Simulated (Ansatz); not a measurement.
## CdS: response to strain

The reference is CdS in the wurtzite structure (space group P6_3mc, No. 186; a = 4.196 Å, c = 6.830 Å).

Strains are applied to the cell and any free atomic positions relax.

Computed with Ansatz (a first-principles code) PBE, no spin-orbit coupling.

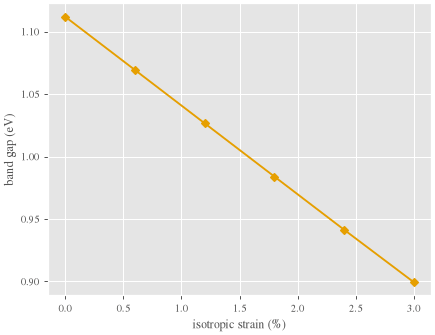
Band gap against isotropic strain

Task: From the plot, what is the band gap for isotropic strain +1.20 %?

Result: About 1.03 eV.

Task: Is the trend monotonic over the range shown?

Result: Yes, it falls throughout, spanning 0.90 eV to 1.11 eV.

Whether these cells are dynamically stable was not tested.
